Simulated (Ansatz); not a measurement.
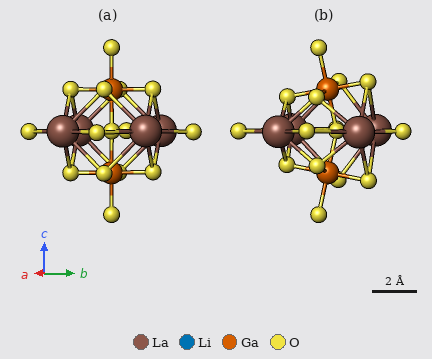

The structure of a defect cell of composition La₈Li₂Ga₆O₂₄ before (left) and after (right) a relaxation, at one scale.

The picture is a ball-and-stick view of the atoms within 4.2 Å of the atom that moves most (axes of the cell of the calculation), seen from a free direction.

Level of theory: DFT, PBEsol, PAW, plane waves (Ansatz).

The input:
```yaml
crystal:
  lattice:
    - [7.729308, 0.000000, 0.000000]
    - [0.000000, 7.729308, 0.000000]
    - [0.000000, 0.000000, 7.729308]
  atoms:
    - { symbol: La, position: [0.000278, 0.001440, 0.002998] }
    - { symbol: La, position: [0.000726, 0.998466, 0.499796] }
    - { symbol: La, position: [0.002008, 0.498371, 0.000167] }
    - { symbol: La, position: [0.005006, 0.503038, 0.501659] }
    - { symbol: La, position: [0.498590, 0.001629, 0.997814] }
    - { symbol: La, position: [0.500415, 0.998821, 0.503337] }
    - { symbol: La, position: [0.500553, 0.499928, 0.998958] }
    - { symbol: La, position: [0.505740, 0.498112, 0.505186] }
    - { symbol: Li, position: [0.253599, 0.247344, 0.249129] }
    - { symbol: Li, position: [0.249997, 0.748252, 0.751308] }
    - { symbol: Ga, position: [0.251157, 0.252594, 0.749837] }
    - { symbol: Ga, position: [0.252280, 0.751097, 0.247801] }
    - { symbol: Ga, position: [0.749381, 0.249401, 0.249744] }
    - { symbol: Ga, position: [0.748906, 0.252321, 0.749766] }
    - { symbol: Ga, position: [0.748485, 0.748441, 0.247354] }
    - { symbol: Ga, position: [0.750068, 0.747862, 0.749025] }
    - { symbol: O, position: [0.256241, 0.250583, 0.996795] }
    - { symbol: O, position: [0.252437, 0.251960, 0.498005] }
    - { symbol: O, position: [0.252627, 0.749680, 0.995529] }
    - { symbol: O, position: [0.254238, 0.752232, 0.502043] }
    - { symbol: O, position: [0.757509, 0.247886, 0.995587] }
    - { symbol: O, position: [0.747037, 0.249508, 0.501311] }
    - { symbol: O, position: [0.750827, 0.749711, 0.999223] }
    - { symbol: O, position: [0.750201, 0.749106, 0.498918] }
    - { symbol: O, position: [0.999143, 0.253423, 0.254551] }
    - { symbol: O, position: [0.000351, 0.251723, 0.747418] }
    - { symbol: O, position: [0.002701, 0.749736, 0.253051] }
    - { symbol: O, position: [0.003485, 0.748996, 0.749195] }
    - { symbol: O, position: [0.503082, 0.246461, 0.250385] }
    - { symbol: O, position: [0.498063, 0.246759, 0.750028] }
    - { symbol: O, position: [0.497608, 0.750742, 0.246254] }
    - { symbol: O, position: [0.498545, 0.747353, 0.747575] }
    - { symbol: O, position: [0.251393, 0.000551, 0.244762] }
    - { symbol: O, position: [0.248949, 0.000827, 0.751457] }
    - { symbol: O, position: [0.249551, 0.498192, 0.250246] }
    - { symbol: O, position: [0.251265, 0.501277, 0.752660] }
    - { symbol: O, position: [0.751622, 0.000139, 0.251229] }
    - { symbol: O, position: [0.748676, 0.001369, 0.754966] }
    - { symbol: O, position: [0.750722, 0.500512, 0.248636] }
    - { symbol: O, position: [0.746262, 0.499640, 0.748317] }
  symmetry: { detect: false }
kpoints:
  mp_grid: { grid: [1, 1, 1], shift: [0.25, 0.25, 0.25] }
hamiltonian:
  xc: pbesol
scf:
  occupations: { method: fermi_dirac, width: 0.01 }
relax:
  f_tol: 0.03
  max_steps: 80
  escape_saddle: false
  adjacent_minimum: "off"
output:
  forces: true
  eigenvalues: true
  populations: true
```

Launched with:
```bash
ansatz run in.yaml --threads 8 --pin off --max-ram 13300MiB --runs-dir r --events-out ev --progress --plain
```

Q: What changed between the two?

A: After 11 accepted moves (12 points after the start) the energy has fallen by 2.273 eV per cell of the calculation. Largest force component: 1.2 eV/Å at the start, 0.0062 eV/Å at the end. The line search rejected the trial step at point 10 of the run. The largest moves, 0.46 Å, are those of O23, O24 and O38. O23 goes along [−2 3 0]. Largest moves by element: O 0.46 Å, La 0.19 Å, Ga 0.03 Å, Li 0.03 Å. The cell doesn't change. Some distances before and after: La5–O38 2.694 → 3.266 Å, La7–O32 2.726 → 3.208 Å, La5–O37 2.768 → 3.234 Å, La7–O31 2.723 → 3.175 Å. Among the angles between lasting bonds that change: Ga15–O23–Ga16 179.0° → 153.2°, La1–O23–La7 179.4° → 159.5°, La1–O23–La5 89.8° → 107.8°.

Limits of the set-up: the periodic images lie only 7.7 Å apart, so the values are limited by the cell's size.
